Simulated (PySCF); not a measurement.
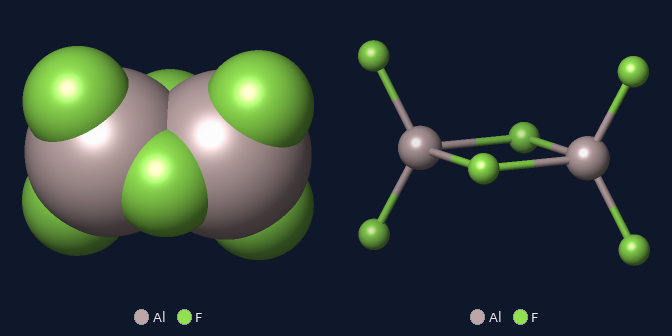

Two views of one molecule.

The geometry was computed by an optimisation with PBE0-D3(BJ)/def2-SVP. No frequency run is at hand to confirm it as a minimum.

Describe the molecule.

It has 8 atoms: 2 aluminium and 6 fluorine (Al2F6). This geometry has D2h symmetry. Coordination, clear cases only: 2 F bent.

More results for the same structure follow; atom numbers are the same in all pictures, views and colours differ.

Bond orders

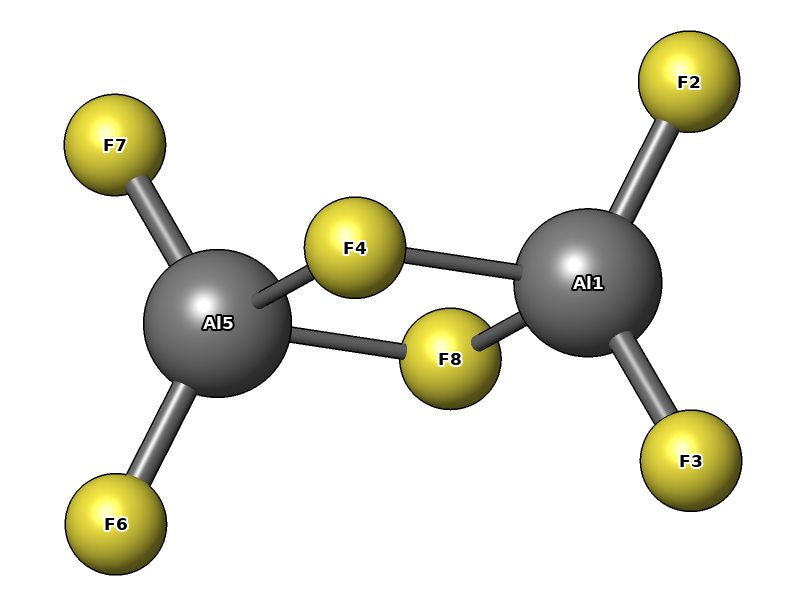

The thickness of each stick grows with its Mayer bond order. No frequency run is at hand to confirm it as a minimum. Level of theory: PBE0/pcSseg-1 (pcSseg-2 on Al) (PySCF 2.14.0).

List the Mayer bond orders of Al1–F2, Al1–F4 (one bond of each equivalent set).

| bond | Mayer order | length (Å) |
| --- | --- | --- |
| Al1–F2 | 0.98 | 1.643 |
| Al1–F4 | 0.46 | 1.814 |

Levels of theory compared

No frequency run is at hand to confirm it as a minimum. Program: PySCF 2.14.0.

Compare HOMO–LUMO gap (eV) at these levels: B3LYP/pcSseg-1 (pcSseg-2 on Al); CAM-B3LYP/def2-SVPD; PBE/pcSseg-1 (pcSseg-2 on Al); PBE0/pcSseg-1 (pcSseg-2 on Al).

| level | HOMO–LUMO gap (eV) |
| --- | --- |
| B3LYP/pcSseg-1 (pcSseg-2 on Al) | 9.98 |
| CAM-B3LYP/def2-SVPD | 12.95 |
| PBE/pcSseg-1 (pcSseg-2 on Al) | 7.59 |
| PBE0/pcSseg-1 (pcSseg-2 on Al) | 10.67 |

Core levels

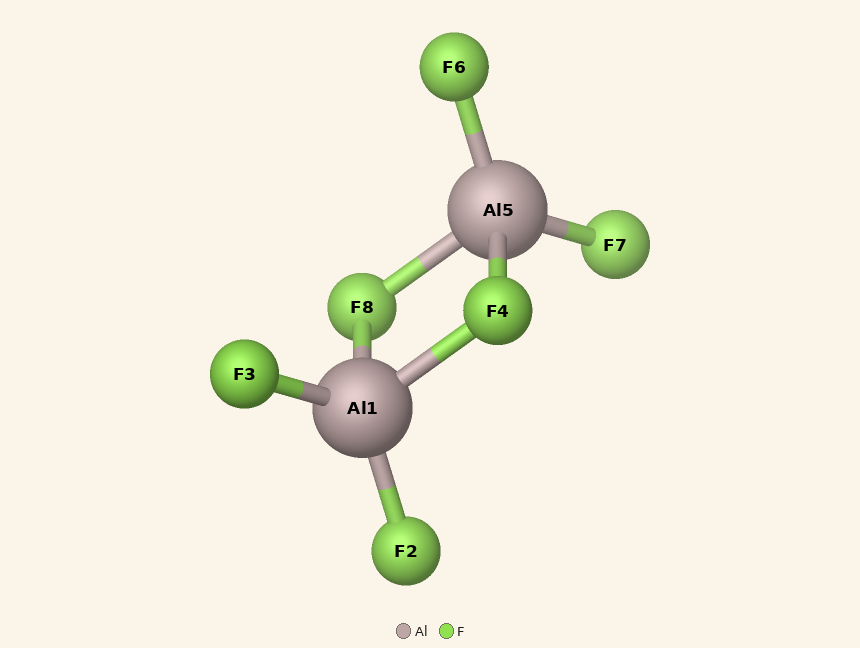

No frequency run is at hand to confirm it as a minimum. Method: delta-SCF UKS SCAN, pcX-2 on the ionised atom (unc-x2c-TZVPall on a metal), pcseg-1 elsewhere, spin-free X2C (PySCF 2.14.0).

Give the core-electron binding energies (to vacuum; p and d levels without spin–orbit splitting) of Al1 1s, Al1 2p, F2 1s, F4 1s.

```
atom  level  binding energy (eV)
 Al1     1s               1570.9
 Al1     2p                 84.2
  F2     1s                693.0
  F4     1s                695.5
```
